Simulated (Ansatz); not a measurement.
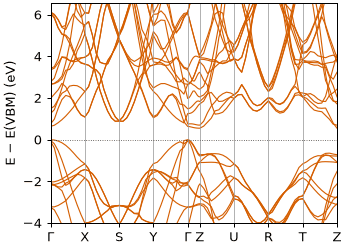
*Band structure from r²SCAN (plane waves, PAW; program Ansatz)*

### Question
Read off the gap and where the band edges lie.

### Answer
About 0.6 eV (0.55 eV by a search for the band edges); maximum at Γ, minimum at Z.

The material is SiGe in space group Pmma (No. 51; Si on 2e, Si on 2f, Ge on 2e, Ge on 2f).

The start of the workflow was typed in or built on a structure type; neither database checked (COD, Materials Project) lists it. Its standing as an ambient phase is unchecked. Symmetry was held in the r²SCAN relaxation; whether a distortion lowers the energy is not shown. Scalar-relativistic: spin–orbit coupling is off unless named, which matters more the heavier the elements.

Potentials: the later of the program's two PAW sets.
